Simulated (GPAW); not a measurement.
Geometry relaxation, with input and output: SiHOF (part 1 of 3)

System: SiHOF.
Method: WC/real-space grid, scalar-relativistic datasets (GPAW 26.7.0).

The geometry comes from this level: GFN2-xTB.

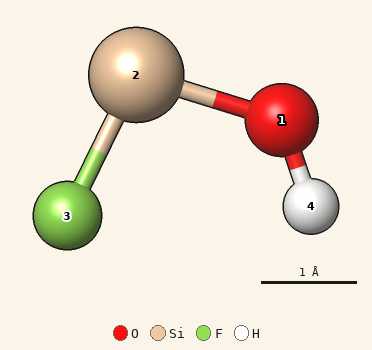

The starting structure (ball-and-stick view, seen on its broad side; atoms are numbered from 1 in the order of the input). Bond lengths as drawn: F–Si 1.65 Å, H–O 0.96 Å and O–Si 1.61 Å.

## Input file (gs.py)
```python
from ase.io import read, write
from ase.optimize import LBFGS
from gpaw import GPAW, setup_paths
from gpaw.atom.configurations import parameters
from gpaw.atom.generator import Generator

molecule = read('gs.xyz')
molecule.center(vacuum=5.0)

for symbol in ['F', 'H', 'O', 'Si']:
    Generator(symbol, xcname='WC', scalarrel=True, nofiles=True, txt=None).run(**parameters[symbol])
setup_paths.insert(0, '.')

gpaw_calc = GPAW(mode='fd',
                 occupations={'name': 'methfessel-paxton', 'width': 0.5},
                 maxiter=60,
                 h=0.15,
                 xc='WC',
                 txt='-')
molecule.calc = gpaw_calc

opt = LBFGS(molecule, trajectory='gs.traj')
converged = opt.run(fmax=0.02, steps=100)
print('Converged:', converged)
print(f'Final energy = {molecule.get_potential_energy():.5f} eV')
print(f'r(F2-Si1): {molecule.get_distance(2, 1):.4f} Ang')
print(f'r(Si1-O0) = {molecule.get_distance(1, 0):.4f} Ang')
write('relaxed.xyz', molecule)
```

## File gs.xyz
```
4

O     -0.560720     0.735830    -0.178750
Si     0.270050     0.078240     1.029450
F      0.903200    -1.214360     0.226270
H     -0.612530     0.400300    -1.076970
```

Run as:
```bash
python gs.py
```

## What the program printed
```
__  _  _
 | _ |_)|_||  |
 |__||  | ||/\| - 26.7.0

units:  Angstrom and eV
cores:  1
OpenMP: False

Versions:
  Python: 3.12.14
  ASE:    3.29.0
  Numpy:  2.5.5
  Scipy:  1.18.1
  Libxc:  7.0.0

        _gpaw.cpython-312-aarch64-linux-gnu.so

Input parameters:
  mode=FD(),
  h=0.15,
  maxiter=60,
  occupations=Occupations(name='methfessel-paxton', width=0.5),
  xc=XC(name='WC')

Diagonalizing LCAO Hamiltonian
Converting LCAO to fd mode
        .---------------------------.
       /|                           |
      / |                           |
     /  |                           |
    /   |                           |
   /    |                           |
  /     |                           |
 *      |                           |
 |      |                           |
 |      |                           |
 |      |          Si               |
 |      |        O  F               |
 |      |        H                  |
 |      |                           |
 |      |                           |
 |      .---------------------------.
 |     /                           /
 |    /                           /
 |   /                           /
 |  /                           /
 | /                           /
 |/                           /
 *---------------------------*

Atoms  # Å, Bohr magnetons
|   | symbol |        x |        y |        z |    initial magnetic moments |
|---|--------|----------|----------|----------|-----------------------------|
| 0 |      O | 5.051810 | 6.950190 | 5.898220 | ( 0.0000,  0.0000,  0.0000) |
| 1 |     Si | 5.882580 | 6.292600 | 7.106420 | ( 0.0000,  0.0000,  0.0000) |
| 2 |      F | 6.515730 | 5.000000 | 6.303240 | ( 0.0000,  0.0000,  0.0000) |
| 3 |      H | 5.000000 | 6.614660 | 5.000000 | ( 0.0000,  0.0000,  0.0000) |

Unit cell  # Å
| periodic |         x |         y |         z |   lengths |    angles |
|----------|-----------|-----------|-----------|-----------|-----------|
|       no | 11.515730 |  0.000000 |  0.000000 | 11.515730 | 90.000000 |
|       no |  0.000000 | 11.950190 |  0.000000 | 11.950190 | 90.000000 |
|       no |  0.000000 |  0.000000 | 12.106420 | 12.106420 | 90.000000 |

Number of symmetries: 1
Symmetry operations  # r_c * U_cc + t_c -> r_c
|   | kind |            matrix            |
|---|------|------------------------------|
| 0 |  E   |  1, 0, 0,  0, 1, 0,  0, 0, 1 |

BZ-sampling:
  Number of BZ points: 1
  Number of IBZ points: 1

  Monkhorst-Pack size: [1, 1, 1]
  Monkhorst-Pack shift: [0, 0, 0]

K-points  # in reciprocal-cell coordinates
|   |                                coordinates |     weight |
|---|--------------------------------------------|------------|
| 0 | (  0.00000000,   0.00000000,   0.00000000) | 1.00000000 |

Uniform wave function grid shape: (np.int64(75), np.int64(79), np.int64(79))
Spin-components: 1 (collinear spins)
Bands:           13
Projectors:      18
Spin-degeneracy: 2
Datatype:        float64

  Storage: CPU
  Wave functions: 48_679_800 bytes (48_679_800 per core)

Parallelization:
  kpt:    1
  domain: 1
  band:   1

Density:
  Valence electrons: 18.0
  Components: 1
  Grid points: [76 80 80]
  Charge: 0.0  # |e|

Potential:
  Grid points: [76 80 80]

species:
  O:
    name:    Oxygen
    Z:       8.0
    valence: 6
    core:    2
    charge:  0.0  # [|e|]
    file:    O.WC
    compensation charges:
      type: gauss
      rc: 0.21  # [Å]
      lmax: 2
    cutoffs:
      filter: 1.17  # [Å]
      core: 0.83  # [Å]
    projectors
    | kind |    occ | energy [eV] | rcut [Å] |
    |------|--------|-------------|----------|
    |   2s |  2.000 |     -23.826 |    0.688 |
    |   2p |  4.000 |      -9.000 |    0.598 |
    |    s |        |       3.386 |    0.688 |
    |    p |        |      18.211 |    0.598 |
    |    d |        |       0.000 |    0.619 |

    Using partial waves for O as LCAO basis

  Si:
    name:    Silicon
    Z:       14.0
    valence: 4
    core:    10
    charge:  0.0  # [|e|]
    file:    Si.WC
    compensation charges:
      type: gauss
      rc: 0.33  # [Å]
      lmax: 2
    cutoffs:
      filter: 1.86  # [Å]
      core: 2.06  # [Å]
    projectors
    | kind |    occ | energy [eV] | rcut [Å] |
    |------|--------|-------------|----------|
    |   3s |  2.000 |     -10.776 |    1.058 |
    |   3p |  2.000 |      -4.051 |    1.058 |
    |    s |        |      16.435 |    1.058 |
    |    p |        |      23.161 |    1.058 |
    |    d |        |       0.000 |    1.058 |

    Using partial waves for Si as LCAO basis

  F:
    name:    Fluorine
    Z:       9.0
    valence: 7
    core:    2
    charge:  0.0  # [|e|]
    file:    F.WC
    compensation charges:
      type: gauss
      rc: 0.20  # [Å]
      lmax: 2
    cutoffs:
      filter: 1.14  # [Å]
      core: 0.74  # [Å]
    projectors
    | kind |    occ | energy [eV] | rcut [Å] |
    |------|--------|-------------|----------|
    |   2s |  2.000 |     -29.742 |    0.635 |
    |   2p |  5.000 |     -11.086 |    0.635 |
    |    s |        |      -2.530 |    0.635 |
    |    p |        |      16.125 |    0.635 |
    |    d |        |       0.000 |    0.635 |

    Using partial waves for F as LCAO basis

  H:
    name:    Hydrogen
    Z:       1.0
    valence: 1
    core:    0
    charge:  0.0  # [|e|]
    file:    H.WC
    compensation charges:
      type: gauss
      rc: 0.15  # [Å]
      lmax: 2
    cutoffs:
      filter: 0.85  # [Å]
      core: 0.53  # [Å]
    projectors
    | kind |    occ | energy [eV] | rcut [Å] |
    |------|--------|-------------|----------|
    |   1s |  1.000 |      -6.369 |    0.476 |
    |    s |        |      20.842 |    0.476 |
    |    p |        |       0.000 |    0.476 |

    Using partial waves for H as LCAO basis

Reference energy: -12639.965938  # eV

eigensolver:
  PPCG
  Converge bands: occupied
  niter=2

density mixing:
  MSR1-Mixer
  Pratt-step length: 0.05
  Maximum mixing coefficient: 0.75
  Old densities: 10
  SVD Regularization: 0.005
  Good broyden scale: 1.0
  Trust region scale: 1.0
  Backstep threshold: 4.0
  History deletion threshold: 6.0
  Fourier metric: weight=20.0, sigma=0.015

occupation numbers:
  Methfessel-Paxton:
    width: 0.5000  # eV
    order: 0

FastPoissonSolver using
    Stencil: 6*3+1=19 point O(h^6) finite-difference Laplacian
    FFT axes: []
    FST axes: [np.int64(0), np.int64(1), np.int64(2)]

xc functional:
  name: WC with 2 nearest neighbor stencil
interpolation: tri-quintic # 5. degree polynomial

Initialization done in: 3.705 s

convergence criteria:
- Maximum [total energy] change in last 3 cyles: 0.0005 eV / valence electron
- Maximum integral of absolute [dens]ity change: 0.0001 electrons / valence electron
- Maximum integral of absolute [eigenst]ate change: 4e-08 eV^2 / valence electron
maximum number of iterations: 60

SCF iterations
|iter     |     time |      energy | eigst |  dens |
|---------|----------|-------------|-------|-------|
|iter:   1| 00:00:05 |  -24.387233 | +1.10 |       |
|iter:   2| 00:00:08 |  -23.793231 | -0.03 | -0.79 |
|iter:   3| 00:00:10 |  -22.000133 | +0.58 | -0.84 |
|iter:   4| 00:00:13 |  -21.986337 | -0.33 | -1.34 |
|iter:   5| 00:00:15 |  -21.984750 | -1.25 | -1.65 |
|iter:   6| 00:00:18 |  -21.985219c| -2.12 | -2.56 |
|iter:   7| 00:00:20 |  -21.985263c| -2.90 | -2.82 |
|iter:   8| 00:00:23 |  -21.985275c| -3.53 | -3.14 |
|iter:   9| 00:00:25 |  -21.985275c| -4.27 | -3.74 |
|iter:  10| 00:00:28 |  -21.985276c| -5.09 | -4.11c|
|iter:  11| 00:00:31 |  -21.985276c| -5.75 | -4.62c|
|iter:  12| 00:00:33 |  -21.985276c| -6.42 | -4.93c|
|iter:  13| 00:00:36 |  -21.985276c| -7.00 | -5.56c|
|iter:  14| 00:00:38 |  -21.985276c| -7.67c| -5.68c|

Converged in 14 steps
SCF loop duration: 34.404 s (2.457 s/step)
Energy contributions relative to reference atoms: (reference = -12639.965938)

Energy contributions:
  Kinetic:          27.063708
  Coulomb:         -28.780840
  Zero:              0.369223
  External:          0.000000
  Xc:              -20.637368
  Entropy:          -0.000000
  Spinorbit:         0.000000
  ----------------------------
  Free energy:     -21.985276
  Extrapolated:    -21.985276

dipole moment: (-0.104258, 0.068583, -0.182618)  # |e|*Ang

Fermi level: -4.598
Eigenvalues  # (at kpt = [0.000, 0.000, 0.000])
| band index |      eig [eV] | occ [0-2] |
|------------|---------------|-----------|
|          0 |       -29.236 |     2.000 |
|          1 |       -25.678 |     2.000 |
|          2 |       -14.611 |     2.000 |
|          3 |       -12.232 |     2.000 |
|          4 |       -10.494 |     2.000 |
|          5 |       -10.419 |     2.000 |
|          6 |        -8.948 |     2.000 |
|          7 |        -8.788 |     2.000 |
|          8 |        -6.725 |     2.000 |
|          9 |        -2.467 |     0.000 |
|         10 |        -0.761 |     0.000 |
|         11 |        -0.393 |     0.000 |
|         12 |         0.872 |     0.000 |

Gap: 4.258 eV
Transition (v -> c):
  (s=0, k=0, n=8, [0.00, 0.00, 0.00]) -> (s=0, k=0, n=9, [0.00, 0.00, 0.00])
No difference between direct/indirect transitions
vacuum-level: 0.000  # V

Forces  # eV/Ang
|        x |        y |        z |
|----------|----------|----------|
| -0.87566 |  1.18076 | -0.32476 |  # O    0
|  0.70004 | -0.71037 |  0.66470 |  # Si   1
|  0.16588 | -0.14526 |  0.14362 |  # F    2
|  0.03987 | -0.30807 | -0.55036 |  # H    3

Force computation time: 0.100  # s
       Step     Time          Energy          fmax
LBFGS:    0 00:00:38      -21.985276        1.505474
        .---------------------------.
       /|                           |
      / |                           |
     /  |                           |
    /   |                           |
   /    |                           |
  /     |                           |
 *      |                           |
 |      |                           |
 |      |                           |
 |      |          Si               |
 |      |        O  F               |
 |      |        H                  |
 |      |                           |
 |      |                           |
 |      .---------------------------.
 |     /                           /
 |    /                           /
 |   /                           /
 |  /                           /
 | /                           /
 |/                           /
 *---------------------------*

Atoms  # Å, Bohr magnetons
|   | symbol |        x |        y |        z |    initial magnetic moments |
|---|--------|----------|----------|----------|-----------------------------|
| 0 |      O | 5.039301 | 6.967058 | 5.893581 | ( 0.0000,  0.0000,  0.0000) |
| 1 |     Si | 5.892581 | 6.282452 | 7.115916 | ( 0.0000,  0.0000,  0.0000) |
| 2 |      F | 6.518100 | 4.997925 | 6.305292 | ( 0.0000,  0.0000,  0.0000) |
| 3 |      H | 5.000570 | 6.610259 | 4.992138 | ( 0.0000,  0.0000,  0.0000) |

Unit cell  # Å
| periodic |         x |         y |         z |   lengths |    angles |
|----------|-----------|-----------|-----------|-----------|-----------|
|       no | 11.515730 |  0.000000 |  0.000000 | 11.515730 | 90.000000 |
|       no |  0.000000 | 11.950190 |  0.000000 | 11.950190 | 90.000000 |
|       no |  0.000000 |  0.000000 | 12.106420 | 12.106420 | 90.000000 |

Initialization done in: 1.329 s

convergence criteria:
- Maximum [total energy] change in last 3 cyles: 0.0005 eV / valence electron
- Maximum integral of absolute [dens]ity change: 0.0001 electrons / valence electron
- Maximum integral of absolute [eigenst]ate change: 4e-08 eV^2 / valence electron
maximum number of iterations: 60

SCF iterations
|iter     |     time |      energy | eigst |  dens |
|---------|----------|-------------|-------|-------|
|iter:   1| 00:00:41 |  -23.569022 | -0.95 |       |
|iter:   2| 00:00:43 |  -23.489704 | -2.00 | -2.11 |
|iter:   3| 00:00:46 |  -23.092612 | -1.68 | -2.17 |
|iter:   4| 00:00:48 |  -22.672415 | -2.33 | -2.49 |
|iter:   5| 00:00:51 |  -22.131805 | -2.91 | -2.71 |
|iter:   6| 00:00:54 |  -22.060200 | -3.92 | -3.28 |
|iter:   7| 00:00:56 |  -22.025226 | -4.72 | -3.69 |
|iter:   8| 00:00:59 |  -22.025488 | -5.79 | -4.34c|
|iter:   9| 00:01:01 |  -22.023463c| -6.58 | -4.77c|
|iter:  10| 00:01:04 |  -22.024136c| -7.35 | -5.28c|
|iter:  11| 00:01:06 |  -22.024153c| -7.64c| -5.60c|

Converged in 11 steps
SCF loop duration: 26.360 s (2.396 s/step)
Energy contributions relative to reference atoms: (reference = -12639.965938)

Energy contributions:
  Kinetic:          24.699145
  Coulomb:         -26.957472
  Zero:              0.370218
  External:          0.000000
  Xc:              -20.136044
  Entropy:          -0.000000
  Spinorbit:         0.000000
  ----------------------------
  Free energy:     -22.024153
  Extrapolated:    -22.024153

dipole moment: (-0.077991, 0.041364, -0.157704)  # |e|*Ang

Fermi level: -4.654
Eigenvalues  # (at kpt = [0.000, 0.000, 0.000])
| band index |      eig [eV] | occ [0-2] |
|------------|---------------|-----------|
|          0 |       -29.346 |     2.000 |
|          1 |       -25.424 |     2.000 |
|          2 |       -14.349 |     2.000 |
|          3 |       -12.280 |     2.000 |
|          4 |       -10.541 |     2.000 |
|          5 |       -10.485 |     2.000 |
|          6 |        -8.780 |     2.000 |
|          7 |        -8.766 |     2.000 |
|          8 |        -6.774 |     2.000 |
|          9 |        -2.539 |     0.000 |
|         10 |        -0.793 |     0.000 |
|         11 |        -0.425 |     0.000 |
|         12 |         0.824 |     0.000 |

Gap: 4.235 eV
Transition (v -> c):
  (s=0, k=0, n=8, [0.00, 0.00, 0.00]) -> (s=0, k=0, n=9, [0.00, 0.00, 0.00])
No difference between direct/indirect transitions
vacuum-level: 0.000  # V

Forces  # eV/Ang
|        x |        y |        z |
|----------|----------|----------|
| -0.36241 |  0.53423 |  0.01865 |  # O    0
|  0.11482 | -0.19223 | -0.06993 |  # Si   1
|  0.16969 | -0.19282 |  0.08372 |  # F    2
|  0.07632 | -0.14687 | -0.08263 |  # H    3

Force computation time: 0.101  # s
LBFGS:    1 00:01:06      -22.024153        0.645827
        .---------------------------.
       /|                           |
      / |                           |
     /  |                           |
    /   |                           |
   /    |                           |
  /     |                           |
 *      |                           |
 |      |                           |
 |      |                           |
 |      |          Si               |
 |      |        O  F               |
 |      |        H                  |
 |      |                           |
 |      |                           |
 |      .---------------------------.
 |     /                           /
 |    /                           /
 |   /                           /
 |  /                           /
 | /                           /
 |/                           /
 *---------------------------*

Atoms  # Å, Bohr magnetons
|   | symbol |        x |        y |        z |    initial magnetic moments |
|---|--------|----------|----------|----------|-----------------------------|
| 0 |      O | 5.030665 | 6.979640 | 5.893526 | ( 0.0000,  0.0000,  0.0000) |
| 1 |     Si | 5.895887 | 6.277540 | 7.115374 | ( 0.0000,  0.0000,  0.0000) |
| 2 |      F | 6.521814 | 4.993763 | 6.307208 | ( 0.0000,  0.0000,  0.0000) |
| 3 |      H | 5.002193 | 6.606822 | 4.989696 | ( 0.0000,  0.0000,  0.0000) |

Unit cell  # Å
| periodic |         x |         y |         z |   lengths |    angles |
|----------|-----------|-----------|-----------|-----------|-----------|
|       no | 11.515730 |  0.000000 |  0.000000 | 11.515730 | 90.000000 |
|       no |  0.000000 | 11.950190 |  0.000000 | 11.950190 | 90.000000 |
|       no |  0.000000 |  0.000000 | 12.106420 | 12.106420 | 90.000000 |

Initialization done in: 1.348 s

convergence criteria:
- Maximum [total energy] change in last 3 cyles: 0.0005 eV / valence electron
- Maximum integral of absolute [dens]ity change: 0.0001 electrons / valence electron
- Maximum integral of absolute [eigenst]ate change: 4e-08 eV^2 / valence electron
maximum number of iterations: 60

SCF iterations
|iter     |     time |      energy | eigst |  dens |
|---------|----------|-------------|-------|-------|
|iter:   1| 00:01:09 |  -22.948751 | -1.39 |       |
|iter:   2| 00:01:11 |  -22.902596 | -2.48 | -2.42 |
|iter:   3| 00:01:14 |  -22.611125 | -2.17 | -2.46 |
|iter:   4| 00:01:16 |  -22.352840 | -3.01 | -2.74 |
|iter:   5| 00:01:19 |  -22.080439 | -3.30 | -3.08 |
|iter:   6| 00:01:21 |  -22.041615 | -4.13 | -3.55 |
|iter:   7| 00:01:24 |  -22.035892 | -5.43 | -4.25c|
|iter:   8| 00:01:26 |  -22.032782c| -6.33 | -4.61c|
|iter:   9| 00:01:29 |  -22.032899c| -7.17 | -5.02c|
|iter:  10| 00:01:31 |  -22.033121c| -7.56c| -5.62c|

Converged in 10 steps
SCF loop duration: 23.140 s (2.314 s/step)
Energy contributions relative to reference atoms: (reference = -12639.965938)
```
